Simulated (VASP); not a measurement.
# A VASP study of CuSb (PBEsol): structure first, properties next, part 2 of 3

Aim: relax CuSb, then compute properties on the relaxed cell. The cell is invented: it takes the structure of a Materials Project entry for TlAs (space group 216 there), with all of its atoms replaced by other elements, volume scaled by an estimate. It may not be a known or stable phase.

VASP 6.6.1, plane waves and PAW; the level of theory is named at each step.

So far. Step 2 (Full relaxation (PBEsol)): It ends with forces that vanish by symmetry and a pressure of 0.03 GPa. Step 3 (Density, ELF and potential (PBEsol)): In this run the pressure is 0.04 GPa, small enough to go on. The relaxed cell has a = 5.758 Å (conventional setting).

## Step 4: Band structure (PBEsol)

Level of this step: PBEsol; plane waves and PAW (Sb, Cu); invented cell (VASP).

The mesh alone shows little of the dispersion and can miss band extrema, so KPOINTS_OPT adds a path through the symmetry points after the self-consistent cycle.

INCAR

```
SYSTEM = CuSb
PREC = Accurate
ENCUT = 400
EDIFF = 1E-06
NELM = 100
ISMEAR = 0
SIGMA = 0.05
LREAL = .FALSE.
ALGO = Normal
GGA = PS
LORBIT = 11
LWAVE = .FALSE.
LCHARG = .FALSE.
```

POSCAR

```
CuSb
1.0
    0.0000000000      2.8791256596      2.8791256596
    2.8791256596      0.0000000000      2.8791256596
    2.8791256596      2.8791256596      0.0000000000
Sb Cu
1 1
Direct
    0.7500000000      0.7500000000      0.7500000000
    0.0000000000      0.0000000000      0.0000000000
```

KPOINTS

```
Automatic mesh
0
Gamma
8 8 8
0 0 0
```

KPOINTS_OPT

```
Line mode
16
Line-mode
Reciprocal
  0.00000000   0.00000000   0.00000000 GAMMA
  0.50000000   0.00000000   0.50000000 X

  0.50000000   0.00000000   0.50000000 X
  0.50000000   0.25000000   0.75000000 W

  0.50000000   0.25000000   0.75000000 W
  0.37500000   0.37500000   0.75000000 K

  0.37500000   0.37500000   0.75000000 K
  0.00000000   0.00000000   0.00000000 GAMMA

  0.00000000   0.00000000   0.00000000 GAMMA
  0.50000000   0.50000000   0.50000000 L

  0.50000000   0.50000000   0.50000000 L
  0.62500000   0.25000000   0.62500000 U

  0.62500000   0.25000000   0.62500000 U
  0.50000000   0.25000000   0.75000000 W

  0.50000000   0.25000000   0.75000000 W
  0.50000000   0.50000000   0.50000000 L

  0.50000000   0.50000000   0.50000000 L
  0.37500000   0.37500000   0.75000000 K

  0.62500000   0.25000000   0.62500000 U
  0.50000000   0.00000000   0.50000000 X
```

PAW data sets: Sb and Cu (PBE family, release 64).

Launch:

```console
mpirun -np 1 vasp_std
```

Log:

```text
[... set-up lines as in an earlier step ...]
 entering main loop
       N       E                     dE             d eps       ncg     rms          rms(c)
[... 15 cycles as in an earlier step ...]
   1 F= -.81064720E+01 E0= -.81046542E+01  d E =-.363554E-02
 Start KPOINTS_OPT (optional k-point list driver)
k-point batch [1-29\160]
       N       E                     dE             ncg
DAV:   1     0.311197742886E+04   -0.82360E+04      696
DAV:   2     0.859880009786E+03   -0.22521E+04      704
DAV:   3     0.769157365237E+03   -0.90723E+02      904
DAV:   4     0.767171506675E+03   -0.19859E+01      820
DAV:   5     0.767090914996E+03   -0.80592E-01     1032
DAV:   6     0.767089105618E+03   -0.18094E-02      952
DAV:   7     0.767089071271E+03   -0.34347E-04      860
DAV:   8     0.767089070407E+03   -0.86407E-06      660
[...]
k-point batch [146-160\160]
       N       E                     dE             ncg
DAV:   1     0.782177051227E+04   -0.59550E+04      360
DAV:   2     0.667790864572E+04   -0.11439E+04      364
DAV:   3     0.663507230381E+04   -0.42836E+02      440
DAV:   4     0.663418152463E+04   -0.89078E+00      472
DAV:   5     0.663413559773E+04   -0.45927E-01      520
DAV:   6     0.663413465227E+04   -0.94546E-03      488
DAV:   7     0.663413461405E+04   -0.38223E-04      428
DAV:   8     0.663413461383E+04   -0.21775E-06      356
```

It took 80 s on 1 MPI rank of AMD EPYC 7R43, shared host; peak memory 0.13 GiB.

From OUTCAR (step 4):

```text
The static configuration has the point symmetry T_d .

 Found     29 irreducible k-points:

   NELECT =      16.0000    total number of electrons

 E-fermi :   5.2121

[... 20 parts as in an earlier step ...]
```

Spin-orbit coupling is off here; with elements this heavy it splits and shifts levels by tenths of an eV or more.

Electronic bands along the path, in eV, zero at the Fermi level; # counts the bands kept:

```
    point     #6     #7     #8     #9   #10
        Γ  -3.08   2.68   2.68   2.68  4.78
        X  -2.99  -2.72  -0.94  -0.94  3.40
        W  -2.92  -2.64  -1.88  -1.41  6.43
        K  -3.08  -2.72  -1.98  -0.33  3.94
        Γ  -3.08   2.68   2.68   2.68  4.78
        L  -3.06  -2.94   1.15   1.15  4.21
        U  -3.08  -2.72  -1.98  -0.33  3.94
        W  -2.92  -2.64  -1.88  -1.41  6.43
        L  -3.06  -2.94   1.15   1.15  4.21
        K  -3.08  -2.72  -1.98  -0.33  3.94
jump to U  -3.08  -2.72  -1.98  -0.33  3.94
        X  -2.99  -2.72  -0.94  -0.94  3.40
```

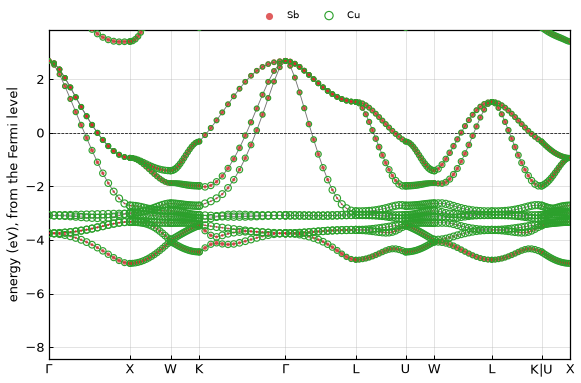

Electronic bands along the path; dots are coloured as in the legend, and their area grows with the weight.

There is no gap at this level.

## Step 5: Total and projected DOS (PBEsol)

Here the states are counted by energy and projected on the atoms. The mesh is finer than in the run before.

Changes to INCAR since step 4:

```diff
@@ -5,3 +5,3 @@
 NELM = 100
-ISMEAR = 0
+ISMEAR = -5
 SIGMA = 0.05
@@ -13 +13,2 @@
 LCHARG = .FALSE.
+NEDOS = 2001
```

POSCAR is that of step 4.

KPOINTS

```
Automatic mesh
0
Gamma
12 12 12
0 0 0
```

Launch:

```console
mpirun -np 1 vasp_std
```

Log:

```text
[... set-up lines as in an earlier step ...]
 entering main loop
       N       E                     dE             d eps       ncg     rms          rms(c)
DAV:   1     0.742385524846E+02    0.74239E+02   -0.58735E+03  1728   0.118E+03
DAV:   2    -0.618721408662E+01   -0.80426E+02   -0.75344E+02  1760   0.230E+02
DAV:   3    -0.954688795022E+01   -0.33597E+01   -0.32573E+01  2240   0.620E+01
DAV:   4    -0.962120094881E+01   -0.74313E-01   -0.74261E-01  1996   0.809E+00
DAV:   5    -0.962437241542E+01   -0.31715E-02   -0.31736E-02  2484   0.190E+00    0.118E+01
DAV:   6    -0.109465676654E+02   -0.13222E+01   -0.42999E+01  1980   0.203E+02    0.982E+00
DAV:   7    -0.820097378828E+01    0.27456E+01   -0.86400E+00  2044   0.905E+01    0.267E+00
DAV:   8    -0.814507609200E+01    0.55898E-01   -0.38285E-01  2696   0.113E+01    0.135E+00
DAV:   9    -0.811301239539E+01    0.32064E-01   -0.14674E-01  2156   0.114E+01    0.750E-01
DAV:  10    -0.811244002374E+01    0.57237E-03   -0.17373E-02  2084   0.143E+00    0.203E-01
DAV:  11    -0.811198613769E+01    0.45389E-03   -0.10968E-03  2672   0.881E-01    0.169E-01
DAV:  12    -0.811186391095E+01    0.12223E-03   -0.40725E-04  2488   0.521E-01    0.776E-02
DAV:  13    -0.811185913185E+01    0.47791E-05   -0.54907E-05  2736   0.158E-01    0.104E-02
DAV:  14    -0.811185920801E+01   -0.76158E-07   -0.58952E-06  1784   0.731E-02
   1 F= -.81118592E+01 E0= -.81118592E+01  d E =0.000000E+00
 -----------------------------------------------------------------------------
|                                                                             |
|           W    W    AA    RRRRR   N    N  II  N    N   GGGG   !!!           |
|           W    W   A  A   R    R  NN   N  II  NN   N  G    G  !!!           |
|           W    W  A    A  R    R  N N  N  II  N N  N  G       !!!           |
|           W WW W  AAAAAA  RRRRR   N  N N  II  N  N N  G  GGG   !            |
|           WW  WW  A    A  R   R   N   NN  II  N   NN  G    G                |
|           W    W  A    A  R    R  N    N  II  N    N   GGGG   !!!           |
|                                                                             |
|     Tetrahedron method does not include variations of the Fermi             |
|     occupations, so forces and stress will be inaccurate. We suggest        |
|     using a different smearing scheme ISMEAR = 1 or 2 for metals in         |
|     relaxations.                                                            |
|                                                                             |
 -----------------------------------------------------------------------------
```

The job ended after 57 s (1 MPI rank; peak memory 0.13 GiB).

Parts of OUTCAR (step 5):

```text
   k-points           NKPTS =     72   k-points in BZ     NKDIM =     72   number of bands    NBANDS=     12

   NELECT =      16.0000    total number of electrons

 E-fermi :   5.1670

 k-point     1 :       0.0000    0.0000    0.0000
  band No.  band energies     occupation
    ...
      2       1.4658      2.00000
      3       1.4658      2.00000
      4       1.4658      2.00000
      5       2.1377      2.00000
      6       2.1377      2.00000
      7       7.8963      0.00000
      8       7.8963      0.00000
      9       7.8963      0.00000
     10       9.9922      0.00000
     11      11.0008      0.00000
    ...

  Total        0.0104997      0.0104997      0.0104997      0.0000000      0.0000000      0.0000000
  in kB        0.3524331      0.3524331      0.3524331      0.0000000      0.0000000      0.0000000
  external PRESSURE =       0.3524331 kB  Pullay stress =       0.0000000 kB

  FREE ENERGIE OF THE ION-ELECTRON SYSTEM (eV)
  ---------------------------------------------------
  free  energy   TOTEN  =        -8.1118592080 eV

  energy  without entropy=       -8.1118592080  energy(sigma->0) =       -8.11185921

[... 7 parts as in an earlier step ...]

[... 10 further parts left out ...]
```

With tetrahedra the forces and stress of a metal are not exact derivatives of the energy.

This step gave:

```yaml
scf_cycles: 14
irreducible_k_points: 72
free_energy_toten: -8.112 eV
fermi_energy: 5.167 eV
pressure: 0.03524 GPa
dos_at_the_fermi_level: 1.296 states/eV/cell
```

The density of states has structure finer than the step of the table below, so its rows give means over 1 eV, whole bins alone (the curve runs from -12.0 to 5.82 eV). Peaks (eV: height): total -3.6: 17.0, -3.3: 13.1, -3.1: 43.4; Cu d -3.6: 13.1, -3.3: 11.2, -3.1: 40.1.

States under -12.0 eV and over 5.8 eV are left out; flat bands give spikes narrower than the energy grid, so sums over such rows miss the true count of states. The density of states by energy, zero at the Fermi level; means over each step; values in states/eV/cell:

```
energy (eV)   total     Cu d
        -11  0.0552   1.3e-4
        -10   0.562  0.00816
         -9    1.38   0.0579
         -8       0        0
         -7       0        0
         -6       0        0
         -5   0.234   0.0429
         -4    4.37     2.55
         -3    7.26     6.40
         -2    1.08    0.521
         -1    1.35    0.326
          0    1.32    0.227
          1    1.02    0.154
          2   0.339   0.0549
          3  0.0126  0.00210
          4   0.477   0.0390
          5    1.53   0.0861
```

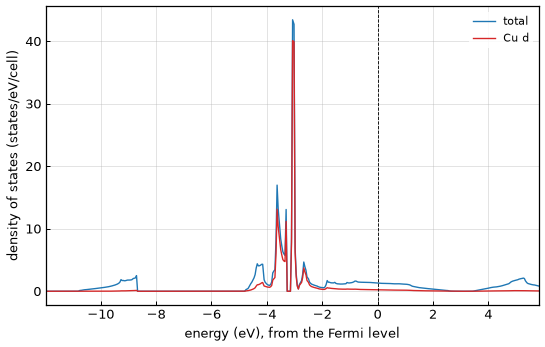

Density of states, plotted against energy.

The finer mesh and the other smearing move the Fermi level by -0.05 eV from the 8×8×8 run, a small shift, which tests the Fermi level alone.

## Step 6: Core levels (PBEsol)

ICORELEVEL = 1 prints the core eigenvalues in the potential of the ground state.

Changes to INCAR since step 5:

```diff
@@ -5,3 +5,3 @@
 NELM = 100
-ISMEAR = -5
+ISMEAR = 0
 SIGMA = 0.05
@@ -13,2 +13,2 @@
 LCHARG = .FALSE.
-NEDOS = 2001
+ICORELEVEL = 1
```

POSCAR is that of step 5.

KPOINTS

```
Automatic mesh
0
Gamma
8 8 8
0 0 0
```

Launch:

```console
mpirun -np 1 vasp_std
```

Log:

```text
[... set-up lines as in an earlier step ...]
 entering main loop
       N       E                     dE             d eps       ncg     rms          rms(c)
[... 15 cycles as in an earlier step ...]
   1 F= -.81064720E+01 E0= -.81046542E+01  d E =-.363554E-02
```

Elapsed: 26 s, on 1 MPI rank; peak memory 0.11 GiB.

OUTCAR, selected parts (step 6):

```text
   NELECT =      16.0000    total number of electrons

 the core state eigenenergies are
   1-  1s -30287.6306  2s  -4599.5673  2p  -4127.6762  3s   -893.2990  3p   -739.5520
       3d   -505.1213  4s   -138.3773  4p    -91.3537  4d    -23.1728
   2-  1s  -8844.1612  2s  -1056.4763  2p   -910.9421  3s   -107.8633  3p    -65.2195

 E-fermi :   5.2121

[... 19 parts as in an earlier step ...]

[... 2 further parts left out ...]
```

These are scalar-relativistic Kohn-Sham levels of the ground state, with no core hole, so they are not binding energies.

Numbers from this step:

```yaml
scf_cycles: 15
irreducible_k_points: 29
free_energy_toten: -8.106 eV
fermi_energy: 5.212 eV
pressure: 0.03938 GPa
```

Kohn-Sham core levels. Core levels, by row:

```
atom  shell  level below the Fermi level (eV)
 Sb1     1s                             30293
 Sb1     2s                              4605
 Sb1     2p                              4133
 Sb1     3s                             898.5
 Sb1     3p                             744.8
 Sb1     3d                             510.3
 Sb1     4s                             143.6
 Sb1     4p                             96.57
 Sb1     4d                             28.38
 Cu2     1s                              8849
 Cu2     2s                              1062
 Cu2     2p                             916.2
 Cu2     3s                             113.1
 Cu2     3p                             70.43
```

## Step 7: A semilocal run for the hybrid's start

This step: PBE; plane waves and PAW (Sb, Cu); invented cell (VASP 6.6.1).

A hybrid converges badly from random orbitals, so a cheap semilocal run writes a WAVECAR on the same mesh first.

INCAR

```
SYSTEM = CuSb
PREC = Accurate
ENCUT = 400
EDIFF = 1E-05
NELM = 100
ISMEAR = 0
SIGMA = 0.05
LREAL = .FALSE.
ALGO = Normal
GGA = PE
LORBIT = 11
LWAVE = .TRUE.
LCHARG = .FALSE.
```

POSCAR is that of step 6.

KPOINTS

```
Automatic mesh
0
Gamma
4 4 4
0 0 0
```

Launch:

```console
mpirun -np 1 vasp_std
```

Log:

```text
[banner, memory and clock lines left out]
running    1 mpi-ranks, on    1 nodes
 distrk:  each k-point on    1 cores,    1 groups
 distr:  one band on    1 cores,    1 groups

 POSCAR found type information on POSCAR SbCu
 POSCAR found :  2 types and       2 ions
 LDA part: xc-table for (Slater+PW92), standard interpolation
 POSCAR, INCAR and KPOINTS ok, starting setup
 FFT: planning ... GRIDC
 FFT: planning ... GRID_SOFT
 FFT: planning ... GRID
 WAVECAR not read
 entering main loop
       N       E                     dE             d eps       ncg     rms          rms(c)
DAV:   1     0.755019354086E+02    0.75502E+02   -0.61912E+03   192   0.124E+03
DAV:   2    -0.503225480780E+01   -0.80534E+02   -0.74889E+02   196   0.236E+02
DAV:   3    -0.841449957343E+01   -0.33822E+01   -0.32553E+01   260   0.600E+01
DAV:   4    -0.849228394881E+01   -0.77784E-01   -0.77727E-01   232   0.802E+00
DAV:   5    -0.849535487547E+01   -0.30709E-02   -0.30708E-02   272   0.191E+00    0.109E+01
DAV:   6    -0.962701503550E+01   -0.11317E+01   -0.35857E+01   220   0.184E+02    0.898E+00
DAV:   7    -0.732949497885E+01    0.22975E+01   -0.74154E+00   236   0.830E+01    0.247E+00
DAV:   8    -0.728463588996E+01    0.44859E-01   -0.30636E-01   292   0.102E+01    0.132E+00
DAV:   9    -0.726159479971E+01    0.23041E-01   -0.12457E-01   256   0.106E+01    0.675E-01
DAV:  10    -0.726051146007E+01    0.10833E-02   -0.15300E-02   288   0.229E+00    0.225E-01
DAV:  11    -0.726022856306E+01    0.28290E-03   -0.99132E-04   260   0.871E-01    0.167E-01
DAV:  12    -0.726020976622E+01    0.18797E-04   -0.17161E-04   296   0.203E-01    0.509E-02
DAV:  13    -0.726020830581E+01    0.14604E-05   -0.34835E-06   124   0.155E-02
   1 F= -.72602083E+01 E0= -.72549479E+01  d E =-.105208E-01
 writing wavefunctions
```

Elapsed: 9.4 s, on 1 MPI rank; peak memory 0.11 GiB.

From OUTCAR (step 7):

```text
   k-points           NKPTS =      8   k-points in BZ     NKDIM =      8   number of bands    NBANDS=     12

   NELECT =      16.0000    total number of electrons

 E-fermi :   5.3602

 k-point     1 :       0.0000    0.0000    0.0000
  band No.  band energies     occupation
    ...
      2       1.6880      2.00000
      3       1.6880      2.00000
      4       1.6880      2.00000
      5       2.3663      2.00000
      6       2.3663      2.00000
      7       8.0660      0.00000
      8       8.0660      0.00000
      9       8.0660      0.00000
     10      10.2234      0.00000
     11      11.1795      0.00000
    ...

  Total        1.2653604      1.2653604      1.2653604     -0.0000000      0.0000000     -0.0000000
  in kB       42.4730033     42.4730033     42.4730033     -0.0000000      0.0000000     -0.0000000
  external PRESSURE =      42.4730033 kB  Pullay stress =       0.0000000 kB

 POSITION                                       TOTAL-FORCE (eV/Angst)
 -----------------------------------------------------------------------------------
      4.31869      4.31869      4.31869        -0.000000     -0.000000      0.000000
      0.00000      0.00000      0.00000         0.000000      0.000000     -0.000000
 -----------------------------------------------------------------------------------
    total drift:                                0.000001      0.000001      0.000001

  FREE ENERGIE OF THE ION-ELECTRON SYSTEM (eV)
  ---------------------------------------------------
  free  energy   TOTEN  =        -7.2602083058 eV

  energy  without entropy=       -7.2496875008  energy(sigma->0) =       -7.25494790

[... 6 parts as in an earlier step ...]

[... 10 further parts left out ...]
```

At this level the cell is under a pressure of 4.2 GPa, so at these settings it is away from equilibrium.

Numbers from this step:

- SCF cycles: 13
- irreducible k-points: 8
- free energy (TOTEN): -7.260 eV
- energy at zero smearing: -7.255 eV
- Fermi energy: 5.360 eV
- pressure: 4.247 GPa

## Step 8: Bands along the symmetry lines (HSE06)

This step: HSE06; plane waves and PAW (Sb, Cu); invented cell (VASP 6.6.1).

HSE06 mixes in a quarter of exact exchange at short range, at far higher cost; in semiconductors this cures much of the gap error, while metals seldom gain.

INCAR

```
SYSTEM = CuSb
PREC = Accurate
ENCUT = 400
EDIFF = 1E-06
NELM = 100
ISMEAR = 0
SIGMA = 0.05
LREAL = .FALSE.
ALGO = Normal
LHFCALC = .TRUE.
AEXX = 0.25
GGA = PE
HFSCREEN = 0.2
LASPH = .TRUE.
PRECFOCK = Fast
LORBIT = 11
LWAVE = .FALSE.
LCHARG = .FALSE.
```

POSCAR is that of step 7.

KPOINTS is that of step 7.

Changes to KPOINTS_OPT since step 4:

```diff
@@ -1,3 +1,3 @@
 Line mode
-16
+10
 Line-mode
```

The WAVECAR or CHGCAR of an earlier step is read.

Launch:

```console
mpirun -np 1 vasp_std
```

Log:

```text
[banner, memory and clock lines left out]
running    1 mpi-ranks, on    1 nodes
[...]
LDA part: xc-table for (Slater+PW92), standard interpolation
 found WAVECAR, reading the header
 POSCAR, INCAR and KPOINTS ok, starting setup
[...]
reading WAVECAR
 the WAVECAR file was read successfully
 initial charge from wavefunction
 entering main loop
       N       E                     dE             d eps       ncg     rms          rms(c)
DAV:   1    -0.814139555226E+01   -0.81414E+01   -0.23498E+00   316   0.384E+01    0.153E+01
DAV:   2    -0.803568696237E+01    0.10571E+00   -0.10321E+00   228   0.356E+01    0.105E+01
DAV:   3    -0.803283805601E+01    0.28489E-02   -0.10321E-01   228   0.119E+01    0.609E+00
DAV:   4    -0.803485541140E+01   -0.20174E-02   -0.47637E-03   216   0.849E-01    0.391E+00
DAV:   5    -0.803475802304E+01    0.97388E-04   -0.14510E-03   276   0.123E+00    0.242E+00
DAV:   6    -0.803471442455E+01    0.43598E-04   -0.37314E-04   232   0.662E-01    0.142E+00
DAV:   7    -0.803471508368E+01   -0.65913E-06   -0.23546E-05   296   0.142E-01    0.853E-01
DAV:   8    -0.803471550529E+01   -0.42161E-06   -0.34089E-06   216   0.375E-02
   1 F= -.80347155E+01 E0= -.80294551E+01  d E =-.105208E-01
 Start KPOINTS_OPT (optional k-point list driver)
k-point batch [1-8\100]
       N       E                     dE             ncg
DAV:   1     0.102607602913E+04   -0.30329E+03      192
DAV:   2     0.166159590671E+03   -0.85992E+03      192
DAV:   3     0.124250535203E+03   -0.41909E+02      232
DAV:   4     0.122735507396E+03   -0.15150E+01      240
DAV:   5     0.122681620739E+03   -0.53887E-01      300
DAV:   6     0.122679789888E+03   -0.18309E-02      256
DAV:   7     0.122679724064E+03   -0.65824E-04      276
DAV:   8     0.122679719287E+03   -0.47765E-05      192
DAV:   9     0.122679718910E+03   -0.37732E-06      180
[...]
k-point batch [57-64\100]
       N       E                     dE             ncg
DAV:   1     0.896479355300E+03   -0.34111E+04      192
DAV:   2     0.742406238608E+02   -0.82224E+03      192
DAV:   3     0.370433772503E+02   -0.37197E+02      228
DAV:   4     0.361481039718E+02   -0.89527E+00      228
DAV:   5     0.361101532133E+02   -0.37951E-01      316
```

Wall time 21 min (1 MPI rank).

The run was cut off at its time limit.

The self-consistent loop had finished, and the limit fell in the path of KPOINTS_OPT; fewer path points or more time would be the way on.

(Continued in part 3 of 3.)

[Lines on the potential files, build, host, timing and source positions are cut from VASP's logs without a mark.]

[Logs are printed without paths, hosts, clocks, repeated set-up lines and the standing remarks that a program may print on its own settings, such as how far it seeks lower states.]

[Hosts, paths, dates, database ids (printed as entryN), source tags and the programs' standing remarks are cut or masked in the printed files.]

[A measured line is paired with the nearest computed mode of its activity, which favours agreement.]

[In band tables of VASP the shares of atoms and orbitals are scaled to a sum of 1 inside the atoms' spheres.]
